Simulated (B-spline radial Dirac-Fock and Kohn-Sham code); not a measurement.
# F⁴⁺: two attempts at the core levels

Wanted: ΔSCF binding energies of F⁴⁺ for K.

Method: Delta-SCF core binding energies without Breit or QED terms under the stated settings; computed with B-spline radial Dirac-Fock and Kohn-Sham code, version 5.

## Step 1: The atom as given

Fluorine as F⁴⁺, configuration [He] 2s2 2p1.

```
nuclear charge     : 9
electrons          : 5
mass number        : 19
nuclear rms radius : 2.8976 fm
```

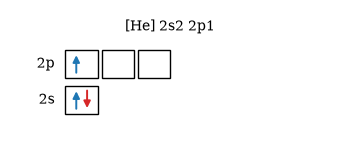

The shells outside the core; arrows follow Hund's rule for the drawing alone (heavy ions are jj-coupled), while the calculation averages over the configuration.

## Step 2: First attempt

Settings in task.json:

```ini
rel = dirac
method = hf
nuc = fermi
radius_factor = 1.0
rmax = 45.0
h = 0.3
order = 8
points = 10
c_factor = 1.0
maxit = 2
damp = 0.5
ndamp = 3
tol = 1e-08
```

Keys: rel is the Hamiltonian, nuc the nuclear model, radius_factor scales its radius, rmax is the box in bohr, h the logarithmic mesh step, order the B-spline order, points the quadrature points a cell, c_factor scales the speed of light; damp, ndamp, maxit and tol steer the iteration.

Launch:

```bash
> python xray2_run.py task.json out
```

From the run's result record (rounded, not every field):

```text
status: not_converged
total_energy [Ha]: -92.217457907
virial_ratio: 1.994898
iterations: [2, 2]
converged: [false, false]
highest_orbital_energy [eV]: -114.7234
holes: ["K"]
binding [eV]: [825.3382]
scf_energy [Ha]: [-91.39966035, -92.21745791]
scf_error: [0.57, 0.014]
cells: 61
```

## Step 3: Diagnosis

Not every state converged, so the numbers are no property of the ion. The fault: maxit ends the run before self-consistency.

The cure is maxit = 60.

## Step 4: Second try

Changed: maxit = 60.

From the run's result record (rounded, not every field):

```text
status: converged
total_energy [Ha]: -92.220339255
virial_ratio: 1.997971
iterations: [8, 8]
converged: [true, true]
highest_orbital_energy [eV]: -114.6978
holes: ["K"]
binding [eV]: [825.3556]
cells: 61
```

## Step 5: What came out

| quantity | value |
| --- | --- |
| first try | not converged |
| fault | maxit ends the run before self-consistency |
| cure | maxit = 60 |
| mended run | converged (ground state in 8 iterations) |
| K binding | 825.4 eV (first try 825.3) |

In words: The first try was off by -0.02 eV for K. The mended values lack Breit and QED terms.
